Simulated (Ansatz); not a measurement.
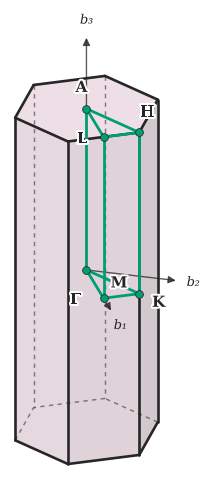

The figure shows the first Brillouin zone with its special points and a band path. Crystal: LiSe6, the end point of a relaxation with DFT PBE+D3(BJ), scalar-relativistic, plane waves, PAW (Ansatz); the starting structure was generated, so it need not be a known form of this composition. The drawing is computed from the coordinates (standard cell, symmetry found to 0.002 Å).

Labels and path follow the convention of Hinuma et al. (2017), as computed by seekpath; the arrows show the directions of the reciprocal primitive vectors b₁, b₂, b₃.

### What lattice type do the shape and the labels point to?

A primitive hexagonal lattice (hP; extended symbol hP2). The zone is a hexagonal prism in its combinatorial type: 8 faces (6 with 4 edges, 2 with 6 edges), 18 edges, 12 vertices.

### Write the standard path through the labelled points.

Γ–M–K–Γ–A–L–H–A | L–M | H–K
